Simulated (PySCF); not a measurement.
**C5H10O2 (4-methyl-1,3-dioxane): levels of theory compared**

Aim: a comparison of 4 runs (B2PLYP/6-31G*, B3LYP/6-31G*, M06-2X/6-31G*, SCS-MP2/6-31G*) of C5H10O2 (4-methyl-1,3-dioxane). The job is set up through a Python script.

The calculation is run with PySCF 2.14.0.

2 further runs of the same task are left out: 2 set aside as unsound or not needed.

## Step 1: The molecule

C5H10O2: 17 atoms, total charge 0, spin state singlet. As SMILES, `CC1CCOCO1`. The C1–C2 distance was set to 3.369 Å, away from the relaxed value. At this shape a bond of the SMILES string is far longer than usual.

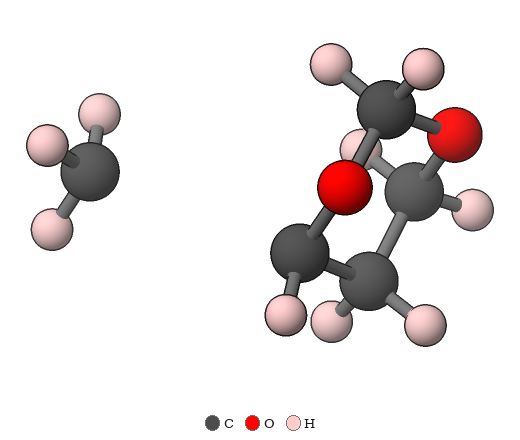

Viewed from a chosen angle; carbon dark grey, oxygen red, hydrogen pink.

## Step 2: A single-point energy at B2PLYP/6-31G(d) (spherical functions) (run 1)

Input file calc.py:

```python
from pyscf import gto, dft, mp

molecule = gto.Mole()
molecule.atom = '''
C       -0.635146      -3.236199      -1.075599
C        0.893670      -0.297520      -0.461010
C        0.070040       0.908910      -0.939630
C       -1.052180       1.195600       0.059000
O       -0.530920       1.315580       1.368710
C        0.154970       0.158470       1.738270
O        1.239410      -0.136880       0.912740
H       -0.066006      -4.042149      -0.618919
H       -1.647076      -3.258379      -0.680079
H       -0.680236      -3.401359      -2.148629
H        1.865220      -0.302570      -0.969190
H        0.722350       1.782530      -0.983860
H       -0.340390       0.718930      -1.930580
H       -1.806890       0.394050       0.034430
H       -1.541100       2.146660      -0.158670
H       -0.550030      -0.697060       1.779040
H        0.568710       0.339730       2.733080
'''
molecule.basis = '6-31g*'
molecule.charge = 0
molecule.max_memory = 1860
molecule.spin = 0
molecule.verbose = 4
molecule.build()

mf = dft.RKS(molecule, xc='0.53*HF + 0.47*B88, 0.73*LYP')
mf.conv_tol = 1e-10
mf.grids.level = 5
mf.kernel()
if not mf.converged:
    mf = mf.newton().run(mf.mo_coeff, mf.mo_occ)

pt = mp.MP2(mf, frozen=7).run()
etot = mf.e_tot + 0.27 * pt.e_corr
print('PT2 part  %.8f' % (0.27 * pt.e_corr))
print('E(%s) = %.9f' % ('B2PLYP', etot))
```

On the command line:

```bash
$ OMP_NUM_THREADS=1 python calc.py
```

Standard output:

```text
PySCF version 2.14.0

[... 93 lines left out ...]
converged SCF energy = -346.050802228919
[... 1 line left out ...]
******** <class 'pyscf.mp.mp2.RMP2'> ********
nocc = 21, nmo = 111
frozen orbitals 7
E(RMP2) = -347.37421344707  E_corr = -1.32341121815087
E(SCS-RMP2) = -347.360496506367  E_corr = -1.30969427744846
E_corr(same-spin) = -0.321229828076054
E_corr(oppo-spin) = -1.00218139007481
PT2 part  -0.35732103
E(B2PLYP) = -346.408123258
```

It took 57 s on 1 thread of Intel Xeon at 2.70GHz, shared host; peak memory 0.68 GiB.

## Step 3: A single-point energy at B3LYP/6-31G(d) (spherical functions) (run 2)

Input file job.py:

```python
from pyscf import gto, dft

mol = gto.M(
    atom='''
C       -0.635146      -3.236199      -1.075599
C        0.893670      -0.297520      -0.461010
C        0.070040       0.908910      -0.939630
C       -1.052180       1.195600       0.059000
O       -0.530920       1.315580       1.368710
C        0.154970       0.158470       1.738270
O        1.239410      -0.136880       0.912740
H       -0.066006      -4.042149      -0.618919
H       -1.647076      -3.258379      -0.680079
H       -0.680236      -3.401359      -2.148629
H        1.865220      -0.302570      -0.969190
H        0.722350       1.782530      -0.983860
H       -0.340390       0.718930      -1.930580
H       -1.806890       0.394050       0.034430
H       -1.541100       2.146660      -0.158670
H       -0.550030      -0.697060       1.779040
H        0.568710       0.339730       2.733080
''',
    spin=0,
    verbose=4,
    max_memory=1860,
    basis='6-31g*',
)

myscf = dft.RKS(mol)
myscf.xc = 'b3lyp'
myscf.conv_tol = 1e-10
myscf.grids.level = 5
myscf.kernel()
if not myscf.converged:
    myscf = myscf.newton().run(myscf.mo_coeff, myscf.mo_occ)

e_final = myscf.e_tot
print('Final energy', e_final)
```

On the command line:

```bash
$ OMP_NUM_THREADS=1 python job.py
```

Standard output:

```text
PySCF version 2.14.0

[... 93 lines left out ...]
converged SCF energy = -346.792645223624
Final energy -346.792645223624
```

Run time: 74 s. Hardware: 1 thread of Intel Xeon at 2.70GHz, shared host; peak memory 0.68 GiB.

## Step 4: A single-point energy at M06-2X/6-31G(d) (spherical functions) (run 3)

Input file calc.py:

```python
from pyscf import gto, dft

molecule = gto.Mole()
molecule.atom = [
    ('C', (-0.635146, -3.236199, -1.075599)),
    ('C', (0.893670, -0.297520, -0.461010)),
    ('C', (0.070040, 0.908910, -0.939630)),
    ('C', (-1.052180, 1.195600, 0.059000)),
    ('O', (-0.530920, 1.315580, 1.368710)),
    ('C', (0.154970, 0.158470, 1.738270)),
    ('O', (1.239410, -0.136880, 0.912740)),
    ('H', (-0.066006, -4.042149, -0.618919)),
    ('H', (-1.647076, -3.258379, -0.680079)),
    ('H', (-0.680236, -3.401359, -2.148629)),
    ('H', (1.865220, -0.302570, -0.969190)),
    ('H', (0.722350, 1.782530, -0.983860)),
    ('H', (-0.340390, 0.718930, -1.930580)),
    ('H', (-1.806890, 0.394050, 0.034430)),
    ('H', (-1.541100, 2.146660, -0.158670)),
    ('H', (-0.550030, -0.697060, 1.779040)),
    ('H', (0.568710, 0.339730, 2.733080)),
]
molecule.basis = '6-31g*'
molecule.max_memory = 1860
molecule.charge = 0
molecule.spin = 0
molecule.verbose = 3
molecule.build()

mf = dft.RKS(molecule, xc='m06-2x')
mf.grids.level = 5
mf.conv_tol = 1e-10
mf.kernel()
if not mf.converged:
    mf = mf.newton().run(mf.mo_coeff, mf.mo_occ)

energy = mf.e_tot
print('E(%s) = %.9f' % ('M06-2X', energy))
```

On the command line:

```bash
$ OMP_NUM_THREADS=1 python calc.py
```

Standard output:

```text
converged SCF energy = -346.611549193886
E(M06-2X) = -346.611549194
```

Wall time 1.8 min (1 thread of Intel Xeon at 2.70GHz, shared host); peak memory 0.73 GiB.

## Step 5: A single-point energy at SCS-MP2/6-31G(d) (spherical functions) (run 4)

Changes to calc.py since step 4:

```diff
@@ -1,5 +1,5 @@
-from pyscf import gto, dft
+from pyscf import gto, scf, mp
 
-molecule = gto.Mole()
-molecule.atom = [
+mol = gto.M(
+    atom=[
     ('C', (-0.635146, -3.236199, -1.075599)),
@@ -21,12 +21,10 @@
     ('H', (0.568710, 0.339730, 2.733080)),
-]
-molecule.basis = '6-31g*'
-molecule.max_memory = 1860
-molecule.charge = 0
-molecule.spin = 0
-molecule.verbose = 3
-molecule.build()
+],
+    charge=0,
+    basis='6-31g*',
+    max_memory=1860,
+    verbose=3,
+)
 
-mf = dft.RKS(molecule, xc='m06-2x')
-mf.grids.level = 5
+mf = scf.RHF(mol)
 mf.conv_tol = 1e-10
@@ -36,3 +34,4 @@
 
-energy = mf.e_tot
-print('E(%s) = %.9f' % ('M06-2X', energy))
+pt = mp.MP2(mf, frozen=7).run()
+e_final = mf.e_tot + 1.2 * pt.e_corr_os + pt.e_corr_ss / 3
+print('Final energy', e_final)
```

On the command line:

```bash
$ OMP_NUM_THREADS=1 python calc.py
```

Standard output:

```text
converged SCF energy = -344.620944663511
E(RMP2) = -345.670083931378  E_corr = -1.04913926786681
E(SCS-RMP2) = -345.656077169264  E_corr = -1.03513250575263
Final energy -345.65607716926394
```

It took 6.3 s on 1 thread of Intel Xeon at 2.70GHz, shared host; peak memory 0.43 GiB.

## Step 6: All runs side by side

```
run                                 level  frozen core orbitals  integration grid  energy (Eh)  dipole moment (D) of the reference  HOMO energy (eV)  LUMO energy (eV)  wall time
  1   B2PLYP/6-31G* (spherical functions)                     7                 5  -346.408123                                1.37             -5.83             -1.77       57 s
  2    B3LYP/6-31G* (spherical functions)                     –                 5  -346.792645                                1.22             -5.15             -2.96       74 s
  3   M06-2X/6-31G* (spherical functions)                     –                 5  -346.611549                                1.32             -6.15             -2.18    1.8 min
  4  SCS-MP2/6-31G* (spherical functions)                     7                 –  -345.656077                                1.57             -6.71              0.14      6.3 s
```

## Step 7: Summary of results

| quantity | value |
| --- | --- |
| run 4: total energy | -345.65608 Eh |
| run 4: dipole moment (Hartree–Fock density) | 1.57 D |
| run 4: HOMO energy (Hartree–Fock orbitals) | -6.71 eV |
| run 4: LUMO energy (Hartree–Fock orbitals) | 0.14 eV |
| run 4: HOMO–LUMO gap (Hartree–Fock orbitals) | 6.86 eV |
| run 4: correlation energy (7 core orbitals frozen) | -1035.1 mEh |

Over runs 1, 2, 3 the dipole moment (its size) runs from 1.22 D (B3LYP/6-31G*) to 1.37 D (B2PLYP/6-31G*). A double hybrid's value is that of its SCF part. Over runs 1, 2, 3 the HOMO–LUMO gap runs from 2.19 eV (B3LYP/6-31G*) to 4.06 eV (B2PLYP/6-31G*). Totals of different functionals can't be ranked against each other. In runs 1, 2, 3, 4 a closed-shell determinant meets a far-stretched bond, which it describes badly. All runs together took 4 min, the longest 1.8 min.
